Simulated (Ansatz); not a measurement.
## Nudged elastic band of PdC18 (part 2 of 2)

The same run, continued: PdC18 (slab, 19 atoms in the cell); DFT PBE, scalar-relativistic, plane waves, PAW, no spin polarisation (Ansatz 0.2.0); cutoff 420 eV, 2×2×1 k-mesh, Gaussian smearing of 0.02 eV. It belongs to a series of runs on one base structure; here: band between the two ends.

Geometry of the input (Å; fractional positions):
```
7.3980  0.0000  0.0000
-3.6990  6.4069  0.0000
0.0000  0.0000  12.0000
C  -0.0044  -0.0003  0.0794
C  0.2180  0.1094  0.0804
C  -0.0043  0.3329  0.0816
C  0.2184  0.4433  0.0817
C  -0.0039  0.6668  0.0805
C  0.2185  0.7765  0.0794
C  0.3285  -0.0008  0.0801
C  0.5511  0.1079  0.0849
C  0.3270  0.3324  0.0854
C  0.5508  0.4444  0.0943
C  0.3290  0.6663  0.0815
C  0.5517  0.7766  0.0815
C  0.6624  -0.0003  0.0815
C  0.8851  0.1100  0.0814
C  0.6633  0.3319  0.0942
C  0.8871  0.4439  0.0853
C  0.6630  0.6683  0.0849
C  0.8855  0.7770  0.0801
Pd 0.6076  0.3882  0.2642
```

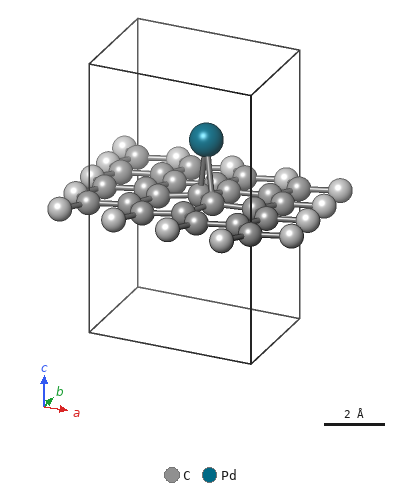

The input geometry (ball-and-stick view of the cell of the calculation, with the vacuum cut short, seen slightly off an axis; neighbours outside the cell are drawn fainter).

```
Free energy (F): -11486.787061 eV
Harris-Foulkes:  -11486.787061 eV  (|F-HF|=3.44e-9)
Internal energy: -11486.787061 eV  (E = F + TS)
E sigma→0 (E₀):  -11486.787061 eV
Fermi energy:    -0.020760 eV
--- Per-component energies (eV) ---
  E_band       = -1156.261253
  E_kinetic    = 2157.931754
  E_local      = -23195.075391  (includes V_loc(G=0)·N_el)
  E_nonlocal   = 713.017038
  E_hartree    = 10452.235725
  E_xc         = -1031.260738
  E_vxc        = -1279.174831  (∫ρ·V_xc dr)
  E_paw        = -5542.223300  (= ΣΔE_a)
  E_vpaw       = -457.434407  (= ΣTr[D̂ρ^β])
  E_aug_tail   = 0.000352  (compensation charges beyond the density's cutoff)
  E_ewald      = 4958.587499
  E_smearing   = -0.000000  (= −TS)
  E_closure    = -0.000000  (closes the sum)
  Σ components = -11486.787061   (vs F -11486.787061, Δ=0.00e0)
--- Forces (eV/Å), atoms counted from 1 ---
  atom   1  C      0.00081960     0.00027194     0.00005124
  atom   2  C      0.00116911    -0.00043000    -0.00058871
  atom   3  C     -0.00153913     0.00145544    -0.00061576
  atom   4  C     -0.00001037    -0.00068635    -0.00126983
  atom   5  C      0.00128255     0.00073241     0.00026371
[...]
  atom   6  C     -0.00045083    -0.00201930     0.00034696
  atom   7  C      0.00006740     0.00278177     0.00067342
  atom   8  C     -0.00063849    -0.00104906     0.00052915
  atom   9  C     -0.00109865     0.00067889    -0.00675826
  atom  10  C     -0.00188794    -0.00683294     0.00125348
  atom  11  C      0.00034854     0.00278070    -0.00052089
  atom  12  C     -0.00152109    -0.00146933     0.00069463
  atom  13  C      0.00079780     0.00189041     0.00001396
  atom  14  C      0.00043242    -0.00099553     0.00011970
  atom  15  C      0.00088193     0.00242066     0.00339404
  atom  16  C     -0.00151412    -0.00229600     0.00055102
  atom  17  C      0.00328800     0.00073550     0.00315490
  atom  18  C     -0.00153719     0.00011296    -0.00084549
  atom  19  Pd     0.00100402     0.00193029    -0.00048619
  max |Σ_I F_I| component: 1.06e-4 eV/Å
--- Band table (eV) ---
  k-point 0: bands = ["-83.3765", "-49.4934", "-49.1321", "-49.0009", "-19.7563", "-17.3685", "-17.1878", "-17.1441", "-17.1167", "-17.1017", "-17.0932", "-12.9253", "-12.8661", "-12.7843", "-12.7753", "-10.8046", "-10.7764", "-9.9544", "-9.9423", "-9.8876", "-9.8481", "-9.8040", "-9.8002", "-7.9927", "-6.1260", "-6.1029", "-6.0422", "-6.0017", "-5.9484", "-5.9383", "-5.5571", "-5.1434", "-4.9648", "-4.8370", "-4.7936", "-4.7923", "-3.3978", "-3.1400", "-2.2320", "-1.9153", "-1.7791", "-1.6284", "-1.6188", "-0.1673", "-0.1106", "0.0691", "0.0876", "0.7940", "3.3145", "4.0875", "4.1047", "4.2188", "4.6188", "4.6646", "4.7280", "4.7791", "4.8556", "5.0904", "5.1311", "6.1004", "6.1056", "6.2106", "6.8717", "7.0288"]
  k-point 1: bands = ["-83.3765", "-49.4933", "-49.1321", "-49.0009", "-19.1625", "-19.0417", "-17.8298", "-17.7834", "-15.4070", "-15.3283", "-15.2958", "-15.2665", "-14.5345", "-13.4089", "-11.7084", "-11.6954", "-11.6069", "-11.6068", "-8.4011", "-8.3139", "-8.2453", "-8.2069", "-8.0778", "-8.0634", "-7.3840", "-7.0588", "-6.6969", "-6.5743", "-6.5532", "-5.7497", "-5.6784", "-5.5483", "-5.4271", "-4.5410", "-4.4434", "-3.6418", "-3.2960", "-3.0921", "-2.8821", "-2.6906", "-1.7424", "-1.6477", "-1.6257", "-1.3260", "-1.2400", "0.8654", "1.5679", "2.2787", "2.3421", "2.3544", "2.3867", "3.0935", "4.1557", "4.2985", "4.4893", "4.8247", "5.0979", "5.2046", "6.0553", "6.1055", "6.1889", "6.2121", "6.8332", "6.9160"]
  k-point 2: bands = ["-83.3765", "-49.4933", "-49.1321", "-49.0009", "-19.1590", "-19.0474", "-17.8432", "-17.7647", "-15.4088", "-15.3347", "-15.3052", "-15.2542", "-14.4938", "-13.5022", "-11.7110", "-11.6686", "-11.5976", "-11.5748", "-8.3828", "-8.3338", "-8.2782", "-8.1983", "-8.0017", "-7.9498", "-7.3892", "-7.0709", "-6.7195", "-6.6602", "-6.6242", "-5.8199", "-5.6536", "-5.6214", "-5.5462", "-4.4132", "-4.3066", "-3.6242", "-3.3744", "-3.0841", "-2.8619", "-2.6438", "-1.7220", "-1.6735", "-1.5396", "-1.3906", "-1.2118", "0.8275", "1.5032", "2.2348", "2.3213", "2.3469", "2.4408", "3.1323", "4.1561", "4.2675", "4.5006", "4.8356", "5.0930", "5.2099", "6.0438", "6.1442", "6.1681", "6.2509", "6.8221", "6.9147"]
  k-point 3: bands = ["-83.3765", "-49.4933", "-49.1321", "-49.0009", "-19.1588", "-19.0476", "-17.8432", "-17.7647", "-15.4083", "-15.3351", "-15.3052", "-15.2543", "-14.4935", "-13.5029", "-11.7103", "-11.6684", "-11.5978", "-11.5749", "-8.3824", "-8.3339", "-8.2784", "-8.1987", "-8.0008", "-7.9492", "-7.3895", "-7.0712", "-6.7204", "-6.6608", "-6.6239", "-5.8205", "-5.6528", "-5.6213", "-5.5470", "-4.4119", "-4.3063", "-3.6254", "-3.3747", "-3.0844", "-2.8612", "-2.6435", "-1.7224", "-1.6739", "-1.5377", "-1.3900", "-1.2128", "0.8268", "1.5038", "2.2342", "2.3209", "2.3472", "2.4407", "3.1331", "4.1561", "4.2668", "4.5007", "4.8357", "5.0931", "5.2099", "6.0442", "6.1442", "6.1673", "6.2507", "6.8220", "6.9148"]
this run last wrote the band of iteration 22 to [file]
--- NEB band (6 images, 22 band iterations, 705 SCF iterations) ---
  forward barrier  = 0.040249 eV
  backward barrier = -0.000088 eV
  lagrangian_above_aufbau_ev (what the smearing adds, to first order; not taken off the barriers): saddle image -0.000000 eV, end points -0.000014 and -0.000000 eV
  climbing image's point = of an order that was not read
  energies are F+E_penalty+E_count in eV, relative to image 0
  image     s (Å)  Δ vs image 0  max|band force component| (eV/Å)
      0    0.0000      0.000000                                 —
      1    0.3069      0.021563                          3.797e-3
  *   2    0.6137      0.040249                          6.829e-3
      3    0.9396      0.021039                          4.234e-2
      4    1.2653      0.020213                          1.243e-2
      5    1.5910      0.040336                                 —
  climbing-image geometry (image 2):
  cell:  # Å, volume = 568.7750 Å³
    - [7.398, 0.0, 0.0]
    - [-3.699, 6.406856, 0.0]
    - [0.0, 0.0, 12.0]
  atoms:
    - { symbol: C, position: [-0.0003687038852504955, 0.00312857941940912, 0.08113282659603611] }
    - { symbol: C, position: [0.2206085090355045, 0.11163166853000031, 0.08271979909326255] }
    - { symbol: C, position: [-0.0002824351417327897, 0.3366606841673392, 0.08360570660787917] }
    - { symbol: C, position: [0.22028001128825228, 0.4465359841155473, 0.08475013791312547] }
    - { symbol: C, position: [-0.00040516641466276093, 0.6696425706131437, 0.08109337565247636] }
    - { symbol: C, position: [0.22105965413412842, 0.7793580866483841, 0.07902593278593636] }
    - { symbol: C, position: [0.33265281746048125, 0.0025618668333544747, 0.0790082049734293] }
    - { symbol: C, position: [0.5537696935139576, 0.11162079620118259, 0.08267121616296888] }
    - { symbol: C, position: [0.3310503428560121, 0.33550443101622457, 0.08973957647700949] }
    - { symbol: C, position: [0.5554431783098779, 0.44813385513462384, 0.0901332269274317] }
    - { symbol: C, position: [0.33279221279878185, 0.6696250094635882, 0.08113096642847142] }
    - { symbol: C, position: [0.5545921847377953, 0.7800166773803396, 0.08024227101709958] }
    - { symbol: C, position: [0.6662394309536824, 0.0031265421513422256, 0.08111243215711822] }
    - { symbol: C, position: [0.8878579600095138, 0.11296976083771207, 0.08261281711362] }
    - { symbol: C, position: [0.6672133646635359, 0.335498896766537, 0.08967048246718196] }
    - { symbol: C, position: [0.8890523216611517, 0.4465494393475606, 0.0846889639335017] }
    - { symbol: C, position: [0.6676715683485629, 0.6726060477570894, 0.08224795185517694] }
    - { symbol: C, position: [0.8881838269371782, 0.7800203272424157, 0.08022426226773799] }
    - { symbol: Pd, position: [0.5256930907332305, 0.3870305303742057, 0.2616894595705365] }
```

**The last band as extended XYZ (Å, eV, eV/Å)**
```
19
Lattice="7.3980 0.0000 0.0000 -3.6990 6.4069 0.0000 0.0000 0.0000 12.0000" Properties=species:S:1:pos:R:3:forces:R:3 image=0 energy=-11486.82731
C    -0.0317   -0.0016    0.9527   -0.0171  -0.0093   0.0030
C     1.2079    0.7011    0.9651    0.0149   0.0079  -0.0057
C    -1.2632    2.1331    0.9797   -0.0278   0.0030   0.0052
C    -0.0243    2.8402    0.9805    0.0141   0.0107   0.0008
C    -2.4958    4.2723    0.9654   -0.0067   0.0040  -0.0127
C    -1.2560    4.9752    0.9531    0.0099  -0.0015   0.0037
C     2.4330   -0.0049    0.9615   -0.0157  -0.0039   0.0056
C     3.6777    0.6914    1.0189    0.0113  -0.0005   0.0025
C     1.1893    2.1298    1.0245   -0.0129  -0.0153  -0.0067
C     2.4307    2.8473    1.1314    0.0092  -0.0059  -0.0050
C    -0.0308    4.2689    0.9775   -0.0143  -0.0030   0.0004
C     1.2088    4.9756    0.9785    0.0076   0.0098  -0.0016
C     4.9014   -0.0022    0.9781   -0.0083  -0.0064  -0.0034
C     6.1410    0.7046    0.9767    0.0129  -0.0017   0.0018
C     3.6792    2.1262    1.1309    0.0034   0.0054  -0.0078
C     4.9208    2.8439    1.0236    0.0173  -0.0070  -0.0003
C     2.4325    4.2820    1.0193   -0.0138   0.0038   0.0005
C     3.6771    4.9783    0.9615    0.0182   0.0110   0.0063
Pd    3.0593    2.4874    3.1708   -0.0023  -0.0010   0.0136
19
Lattice="7.3980 0.0000 0.0000 -3.6990 6.4069 0.0000 0.0000 0.0000 12.0000" Properties=species:S:1:pos:R:3:forces:R:3 image=1 energy=-11486.80575
C    -0.0222    0.0093    0.9635   -0.0086  -0.0013  -0.0036
C     1.2135    0.7071    0.9769   -0.0024   0.0014  -0.0065
C    -1.2551    2.1460    0.9966   -0.0086  -0.0017  -0.0028
C    -0.0235    2.8496    0.9936   -0.0008   0.0007  -0.0083
C    -2.4869    4.2821    0.9740   -0.0089  -0.0005  -0.0005
C    -1.2513    4.9834    0.9504   -0.0012   0.0012   0.0004
C     2.4435    0.0064    0.9516   -0.0089  -0.0015   0.0006
C     3.6802    0.7026    1.0067   -0.0013   0.0014   0.0048
C     1.1972    2.1405    1.0404   -0.0082  -0.0013  -0.0125
C     2.4387    2.8592    1.0990   -0.0039   0.0008   0.0060
C    -0.0218    4.2799    0.9729   -0.0085  -0.0016  -0.0007
C     1.2132    4.9859    0.9693   -0.0016   0.0006   0.0010
C     4.9098    0.0105    0.9793   -0.0090  -0.0006   0.0009
C     6.1458    0.7135    0.9880   -0.0020   0.0006  -0.0015
C     3.6860    2.1382    1.1148   -0.0080  -0.0018   0.0132
C     4.9234    2.8513    1.0320   -0.0014   0.0006   0.0038
C     2.4431    4.2971    0.9971   -0.0091  -0.0016   0.0024
C     3.6815    4.9872    0.9605   -0.0006   0.0004  -0.0010
Pd    2.7574    2.4828    3.1533    0.0932   0.0044   0.0043
19
Lattice="7.3980 0.0000 0.0000 -3.6990 6.4069 0.0000 0.0000 0.0000 12.0000" Properties=species:S:1:pos:R:3:forces:R:3 image=2 energy=-11486.78706
C    -0.0143    0.0200    0.9736    0.0008   0.0003   0.0001
C     1.2191    0.7152    0.9926    0.0012  -0.0004  -0.0006
C    -1.2474    2.1569    1.0033   -0.0015   0.0015  -0.0006
C    -0.0221    2.8609    1.0170    0.0000  -0.0007  -0.0013
C    -2.4800    4.2903    0.9731    0.0013   0.0007   0.0003
C    -1.2474    4.9932    0.9483   -0.0005  -0.0020   0.0003
C     2.4515    0.0164    0.9481    0.0001   0.0028   0.0007
C     3.6839    0.7151    0.9921   -0.0006  -0.0010   0.0005
C     1.2081    2.1495    1.0769   -0.0011   0.0007  -0.0068
C     2.4515    2.8711    1.0816   -0.0019  -0.0068   0.0013
C    -0.0149    4.2902    0.9736    0.0003   0.0028  -0.0005
C     1.2176    4.9975    0.9629   -0.0015  -0.0015   0.0007
C     4.9173    0.0200    0.9733    0.0008   0.0019   0.0000
C     6.1505    0.7238    0.9914    0.0004  -0.0010   0.0001
C     3.6950    2.1495    1.0760    0.0009   0.0024   0.0034
C     4.9254    2.8610    1.0163   -0.0015  -0.0023   0.0006
C     2.4515    4.3093    0.9870    0.0033   0.0007   0.0032
C     3.6855    4.9975    0.9627   -0.0015   0.0001  -0.0008
Pd    2.4575    2.4796    3.1403    0.0010   0.0019  -0.0005
19
Lattice="7.3980 0.0000 0.0000 -3.6990 6.4069 0.0000 0.0000 0.0000 12.0000" Properties=species:S:1:pos:R:3:forces:R:3 image=3 energy=-11486.80627
C    -0.0059    0.0302    0.9780    0.0315  -0.0197  -0.0081
C     1.2245    0.7215    1.0061   -0.0131   0.0163  -0.0011
C    -1.2394    2.1654    0.9954    0.0373  -0.0128  -0.0032
C    -0.0193    2.8705    1.0312   -0.0023   0.0111  -0.0019
C    -2.4724    4.2992    0.9698    0.0228  -0.0083   0.0031
C    -1.2421    5.0026    0.9476   -0.0116   0.0021   0.0037
C     2.4602    0.0257    0.9492    0.0333   0.0043   0.0020
C     3.6910    0.7267    0.9739   -0.0354  -0.0042  -0.0102
C     1.2183    2.1577    1.1132    0.0112  -0.0004  -0.0007
C     2.4661    2.8791    1.0932   -0.0332  -0.0026   0.0196
C    -0.0072    4.3015    0.9714    0.0142  -0.0151  -0.0030
C     1.2229    5.0064    0.9552   -0.0179   0.0194  -0.0029
C     4.9256    0.0289    0.9587    0.0476  -0.0089   0.0044
C     6.1568    0.7327    0.9850   -0.0309   0.0099   0.0028
C     3.7063    2.1601    1.0368    0.0385  -0.0105  -0.0112
C     4.9277    2.8685    0.9914   -0.0142   0.0261  -0.0159
C     2.4606    4.3171    0.9901    0.0420  -0.0170   0.0175
C     3.6916    5.0054    0.9656   -0.0306   0.0061  -0.0020
Pd    2.1384    2.5023    3.1482   -0.0891   0.0042   0.0067
19
Lattice="7.3980 0.0000 0.0000 -3.6990 6.4069 0.0000 0.0000 0.0000 12.0000" Properties=species:S:1:pos:R:3:forces:R:3 image=4 energy=-11486.80710
C    -0.0034    0.0193    0.9917    0.0032   0.0077  -0.0027
C     1.2170    0.7224    1.0282    0.0057  -0.0033   0.0023
C    -1.2360    2.1548    0.9742    0.0009   0.0115   0.0009
C    -0.0221    2.8735    1.0028   -0.0012   0.0003   0.0054
C    -2.4710    4.2909    0.9679    0.0008   0.0114  -0.0001
C    -1.2470    5.0039    0.9456    0.0001  -0.0012   0.0004
C     2.4625    0.0178    0.9692    0.0009   0.0074  -0.0016
C     3.6878    0.7299    0.9549    0.0056  -0.0028  -0.0003
C     1.2184    2.1509    1.1125    0.0034   0.0038   0.0068
C     2.4666    2.8704    1.0958   -0.0009   0.0071   0.0074
C    -0.0065    4.2927    0.9469    0.0012   0.0100   0.0013
C     1.2153    5.0073    0.9714    0.0014   0.0031  -0.0059
C     4.9278    0.0197    0.9578    0.0053   0.0134  -0.0033
C     6.1526    0.7328    0.9828   -0.0028  -0.0040  -0.0015
C     3.7095    2.1477    0.9919    0.0027   0.0169   0.0094
C     4.9210    2.8683    0.9639   -0.0021  -0.0029   0.0013
C     2.4647    4.3048    1.0347    0.0158   0.0124  -0.0146
C     3.6889    5.0073    0.9880    0.0012  -0.0070  -0.0080
Pd    1.9732    2.7713    3.1498   -0.0410  -0.0838   0.0030
19
Lattice="7.3980 0.0000 0.0000 -3.6990 6.4069 0.0000 0.0000 0.0000 12.0000" Properties=species:S:1:pos:R:3:forces:R:3 image=5 energy=-11486.78697
C    -0.0218    0.0126    0.9970    0.0118  -0.0068  -0.0005
C     1.2009    0.7220    1.0101   -0.0231  -0.0121   0.0034
C    -1.2559    2.1491    0.9696    0.0079   0.0006   0.0003
C    -0.0370    2.8699    0.9884    0.0003  -0.0215  -0.0015
C    -2.4898    4.2850    0.9682    0.0243   0.0177   0.0003
C    -1.2645    5.0013    0.9443   -0.0120   0.0069  -0.0016
C     2.4422    0.0137    0.9682   -0.0032  -0.0299   0.0003
C     3.6706    0.7273    0.9591    0.0101  -0.0072  -0.0016
C     1.1999    2.1428    1.0703   -0.0205   0.0069   0.0027
C     2.4461    2.8590    1.0757   -0.0034   0.0020   0.0091
C    -0.0260    4.2862    0.9452   -0.0052   0.0030  -0.0046
C     1.1951    5.0040    0.9884    0.0188   0.0105  -0.0015
C     4.9089    0.0131    0.9696    0.0034  -0.0072   0.0003
C     6.1351    0.7291    0.9866   -0.0030   0.0017  -0.0002
C     3.6916    2.1399    0.9835    0.0050  -0.0029  -0.0071
C     4.9044    2.8643    0.9591    0.0112  -0.0051  -0.0016
C     2.4432    4.2963    1.0703   -0.0162   0.0143   0.0027
C     3.6742    5.0059    1.0101   -0.0011   0.0260   0.0034
Pd    2.1177    3.0486    3.1362   -0.0051   0.0030  -0.0023
```

**Key numbers**

- outcome: converged
- barrier, forward: 0.040 eV
- barrier, backward: 0.000 eV
- electrons treated: 90
- wall time: 12 min
- peak memory: 0.93 GiB

**Remarks**

The k-point mesh is coarse for a cell of this size, so the results may not be converged. The order of the saddle point was not checked.
